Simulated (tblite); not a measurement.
# C₂H₁₁O₂Si₃: frequency calculation

C₂H₁₁O₂Si₃, multiplicity 2, computed with GFN2-xTB harmonic vibrations, gas phase (tblite 0.8.0).

It belongs to a series of runs on one base structure; here: H removed from sp3 C.

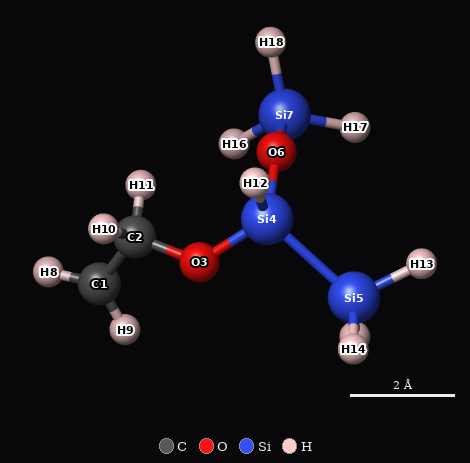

The structure as given in the input (ball-and-stick view, seen at a tilt; atoms are numbered from 1 in the order of the input).

## Input
```
{"job": {"kind": "ir", "xc": "GFN2-xTB", "basis": "xTB"}, "charge": 0, "multiplicity": 2}
C      2.976111    -0.147366     0.188317
C      1.904988     0.115803    -0.778617
O      0.827490    -0.757695    -0.603934
Si    -0.737065    -0.505602    -0.956319
Si    -1.792853    -2.135155     0.244879
O     -1.168052     0.999773    -0.489244
Si    -1.318914     2.191024     0.591947
H      3.881622     0.422689     0.145286
H      2.846365    -0.902514     0.935175
H      2.279583     0.017735    -1.814690
H      1.547955     1.160090    -0.692107
H     -0.932429    -0.356306    -2.404561
H     -3.240901    -1.891351     0.290257
H     -1.631532    -3.455280    -0.374912
H     -1.375046    -2.286553     1.646740
H     -0.078923     2.303368     1.364178
H     -2.444564     1.855191     1.461570
H     -1.552594     3.378467    -0.225606
```

The first line tells a small driver script what to run in tblite; the rest is the geometry in Å.

Command:
```bash
OMP_NUM_THREADS=1 python <driver script> task.json out
```

## The program's output
```
mode    cm-1     km/mol
  1     -18.0      0.06
  2      22.8      0.14
  3      31.3      0.06
  4      48.1      0.69
  5      68.7      0.68
  6      74.7      0.21
  7      88.6      0.66
  8     107.9      3.21
  9     150.3     10.09
 10     218.0     16.38
 11     312.1     41.97
 12     365.4      8.51
 13     381.6     46.08
 14     454.2     25.08
 15     465.4     44.27
 16     489.6      4.35
 17     582.0     11.20
 18     609.4     76.78
 19     622.6     35.68
 20     684.1    387.80
 21     726.0    313.10
 22     757.7    170.92
 23     766.1    209.82
 24     789.9    322.17
 25     798.9    128.30
 26     810.5    180.05
 27     812.9    152.33
 28     832.2    353.11
 29     898.5      2.09
 30     961.3     83.91
 31    1069.6    515.77
 32    1100.8    182.03
 33    1169.2    115.70
 34    1174.1      6.36
 35    1317.1      4.24
 36    1364.1      1.51
 37    1435.8      3.97
 38    2178.8     85.66
 39    2200.4    413.32
 40    2213.9    227.12
 41    2228.4    321.93
 42    2232.0    472.88
 43    2266.3    366.52
 44    2280.8    176.05
 45    2727.4     39.48
 46    2792.9     48.12
 47    3150.8     11.73
 48    3207.8     20.04
```

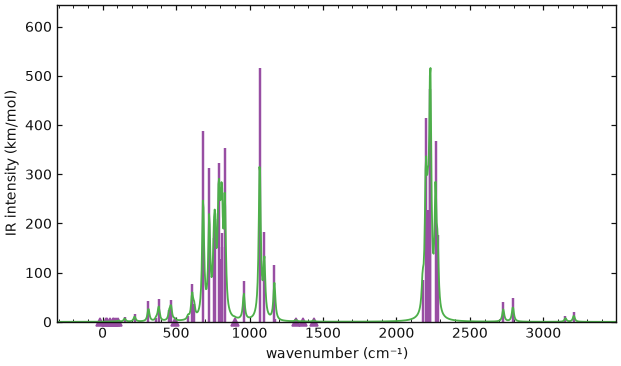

Harmonic infrared spectrum, unscaled: sticks (degenerate modes added up, dark ones marked on the axis) with a Lorentzian envelope of 16 cm⁻¹ full width, scaled to the tallest stick; imaginary modes are drawn at negative wavenumbers. 48 modes from 18i to 3208 cm⁻¹, 1 imaginary beyond 8i (18i cm⁻¹): not a clean minimum; so soft a mode can be a shallow saddle, an incomplete relaxation or noise of the force constants. The strongest line is at 1070 cm⁻¹ (516 km/mol).

## Results in brief

| quantity | value |
| --- | --- |
| outcome | converged |
| total energy | −633.4091 eV |
| zero-point energy | 71.5370 kcal/mol |
| hardware | 1 CPU thread, shared host |
| wall time | 1.3 s |
| peak memory | 0.18 GiB |
